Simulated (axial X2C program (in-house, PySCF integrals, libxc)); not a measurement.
Relativistic diatomic calculation for CrCa⁺

CrCa⁺. The reference is closed-shell CrCa; the roots are the vertical energies to take an electron from it, which leaves states of CrCa⁺. The distance is the PBE0 minimum at charge 0. Computed at this level: EOM-IP-CCSD, two-component X2C with atomic mean-field Coulomb and Gaunt terms, Cr dyall-cv3z, Ca dyall-cv3z (cores contracted) (axial X2C program (in-house, PySCF integrals, libxc)).

The program's output:
```
two-component X2C + atomic mean field  HF
basis functions 213  fitting functions 951  grid points 5804
iter        total energy     max residual
   1      -1728.689498031     1.93e-01
   2      -1728.743365229     2.65e-02
   3      -1728.756522830     8.22e-02
   4      -1728.763330025     1.27e-02
   5      -1728.764979498     6.26e-03
   6      -1728.765793096     7.17e-03
   7      -1728.765967920     2.54e-03
   8      -1728.766124861     2.52e-03
   9      -1728.766225290     3.80e-03
  10      -1728.766303815     2.39e-03
  11      -1728.766331723     4.07e-04
  12      -1728.766343320     6.10e-04
  13      -1728.766350686     8.06e-04
  14      -1728.766355610     4.30e-04
  15      -1728.766357350     7.31e-05
  16      -1728.766357770     9.26e-05
  17      -1728.766357891     6.38e-05
  18      -1728.766357953     3.45e-05
  19      -1728.766357998     3.37e-05
  20      -1728.766358040     4.82e-05
  21      -1728.766358071     3.13e-05
  22      -1728.766358083     5.70e-06
  23      -1728.766358086     3.34e-06
  24      -1728.766358086     2.23e-06
  25      -1728.766358086     5.30e-07
converged
one-electron -2531.84472760  Coulomb 806.87309650  exact exchange -83.24745459  xc functional 0.00000000  nuclear repulsion 79.85069514  atomic mean-field constant -0.39796754
correlated 16  virtual 316  natural virtual 88  E(MP2) -0.411136895  MP2 remainder -0.051471703
iter   CCSD correlation   residual
   1     -0.389741193   1.80e-01
   2     -0.405214648   9.92e-02
   3     -0.408494121   6.56e-02
   4     -0.412115996   5.73e-02
   5     -0.416820046   5.09e-02
   6     -0.423519601   4.52e-02
   7     -0.432686967   3.62e-02
   8     -0.438139153   2.07e-02
   9     -0.439272659   1.03e-02
  10     -0.439849524   6.85e-03
  11     -0.440102131   4.85e-03
  12     -0.440220746   3.78e-03
  13     -0.440252523   3.15e-03
  14     -0.440347481   2.75e-03
  15     -0.440422927   2.51e-03
  16     -0.440476948   2.29e-03
  17     -0.440496649   2.14e-03
  18     -0.440504982   1.94e-03
  19     -0.440480908   1.74e-03
  20     -0.440447422   1.50e-03
  21     -0.440426145   1.25e-03
  22     -0.440417229   1.06e-03
  23     -0.440420508   8.93e-04
  24     -0.440439606   7.27e-04
  25     -0.440462621   5.53e-04
  26     -0.440484822   4.24e-04
  27     -0.440505493   3.31e-04
  28     -0.440519040   2.51e-04
  29     -0.440527885   2.04e-04
  30     -0.440534521   1.74e-04
  31     -0.440540963   1.55e-04
  32     -0.440549735   1.37e-04
  33     -0.440556190   1.17e-04
  34     -0.440561301   1.04e-04
  35     -0.440565075   9.50e-05
  36     -0.440567276   8.73e-05
  37     -0.440568774   8.16e-05
  38     -0.440569540   7.62e-05
  39     -0.440570049   7.13e-05
  40     -0.440570262   6.57e-05
  41     -0.440570111   5.89e-05
  42     -0.440569604   5.38e-05
  43     -0.440568709   4.93e-05
  44     -0.440567359   4.49e-05
  45     -0.440565291   4.01e-05
  46     -0.440563322   3.42e-05
  47     -0.440561488   2.91e-05
  48     -0.440559629   2.47e-05
  49     -0.440558303   2.02e-05
  50     -0.440557321   1.71e-05
  51     -0.440556615   1.47e-05
  52     -0.440556024   1.29e-05
  53     -0.440555485   1.12e-05
  54     -0.440555171   9.82e-06
  55     -0.440554930   9.02e-06
  56     -0.440554743   8.46e-06
  57     -0.440554633   7.99e-06
  58     -0.440554581   7.65e-06
  59     -0.440554582   7.32e-06
(T) -0.01982180606787779  T1 0.0281  D1 0.0652  max T2 0.237
EOM-IP-CCSD roots
2*Omega      energy/Eh   energy/eV  one-particle weight
    1       0.19345374      5.2641      0.916
    1       0.21274699      5.7891      0.016
    1       0.22037344      5.9967      0.012
    1       0.27320435      7.4343      0.473
    3       0.21105716      5.7432      0.000
    3       0.28561164      7.7719      0.000
    3       0.29437064      8.0102      0.003
    5       0.29324125      7.9795      0.000  not converged
```

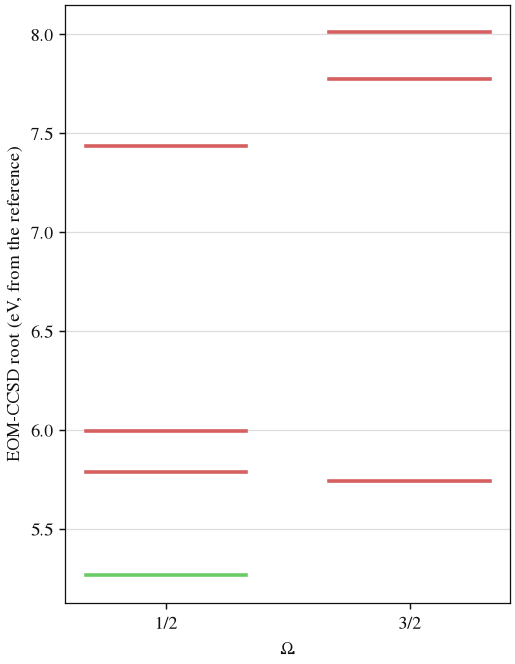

**Figure 1.** EOM-CCSD roots by Ω at 3.18 Å; roots whose one-particle weight is under 0.8 have the second colour. The lowest has Ω = 1/2 and lies at 5.264 eV, with one-particle weight 0.92. 6 of the 7 roots are less well described at this level.

The input:
```
{"zs": [24, 20], "q": 1, "bas": ["dyall-cv3z", "dyall-cv3z"], "r0": 2.93, "eom": "ip", "rq": 0, "thr": -2.0, "nmax": 95, "grid": [1, 0.96, 1.045, 0.92, 1.09, 1.15]}
```

The line is the task of a batch: nuclear charges, charge, bases, a first guess of the distance and further settings. This report covers the levels named above. The log is that of the reference distance 3.181 Å.

The run was one of a batch that the task file lists, launched with:
```bash
python <driver script> task.json out
```

Summary:

| quantity | value |
| --- | --- |
| outcome | converged |
| HF energy of the reference CrCa | −1728.76636 hartree |
| MP2 energy of the reference CrCa | −1729.17749 hartree |
| CCSD energy of the reference CrCa (with the MP2 share of the virtual spinors left out of the coupled-cluster step) | −1729.25838 hartree |
| CCSD(T) energy of the reference CrCa | −1729.27821 hartree |
| T1 diagnostic (spinor form; for a closed shell √2 times the usual value) | 0.028 |
| hardware | 1 thread of Arm Neoverse N1, 24 GiB of memory available, shared host |
| wall time | 54 s |
| peak memory | 1 GiB |

Remarks:

Caveats: some roots did not converge.
